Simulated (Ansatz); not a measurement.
# CeO2: 3 layers

The parent structure is CeO2 in the fluorite structure (space group Fm-3m, No. 225; a = 5.438 Å). Axes: x, y, z lie along the cube axes.

One thing is altered: a free-standing slab of 3 layers (9 atoms, 3 a layer) is cut normal to [111], with 15 Å of vacuum and the in-plane cell held at bulk.

Level of theory: r2SCAN in Ansatz (plane waves to 500 eV, PAW, without spin-orbit coupling), earlier PAW set. Γ-centred 10×10×1 mesh, Fermi–Dirac width 0.05 eV, for the changed cell.

```tsv
quantity	base	changed	shift
shortest interatomic distance	2.355 Å	2.318 Å	-0.037 Å
band gap	2.16 eV	2.12 eV	-0.04 eV
gap character	–	indirect, k = (0, 0.300, 0) in the run's primitive reciprocal basis → Γ	–
smallest direct gap	2.26 eV	2.17 eV	-0.084 eV
excess energy per area of both faces (slab less bulk energy over the cell's area: twice a surface energy)	–	1.72 J/m²	–
change of the spacing d12 from its bulk value of 0.785 Å	–	-3.3 %	–
change of the spacing d23 from its bulk value of 0.785 Å	–	+0.6 %	–
```

Final structure:

```
CELL_PARAMETERS angstrom
      3.84518     0.00000     0.00000
      1.92259     3.33003     0.00000
      0.00000     0.00000    22.84895
ATOMIC_POSITIONS crystal
  O  0.66667 0.16667 0.33042
  Ce 0.33333 0.83333 0.36363
  O  0.00000 0.50000 0.39819
  O  0.33333 0.83333 0.46508
  Ce 0.00000 0.50000 0.50000
  O  0.66667 0.16667 0.53492
  O  0.00000 0.50000 0.60181
  Ce 0.66667 0.16667 0.63637
  O  0.33333 0.83333 0.66958
```

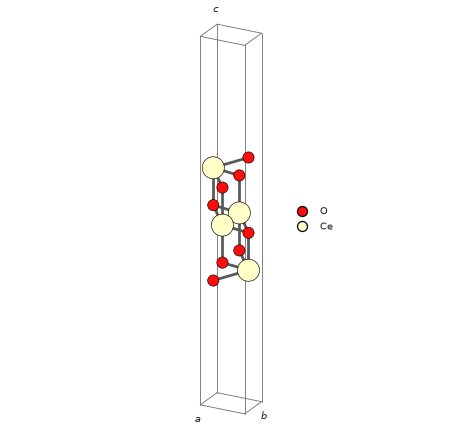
The relaxed cell after the change

Cost of the whole job for the changed cell (relaxation, final SCF and bands): roughly 8 core-minutes.

Slab and bulk use different k-meshes, which limits the precision of the excess energy. No phonon test of stability was made. Starting moments died away, wholly or in part, for the base; another magnetic solution may exist. The final runs are not spin-polarised. k-point labels follow each cell's own Brillouin zone.

Ansatz is an electronic-structure program.
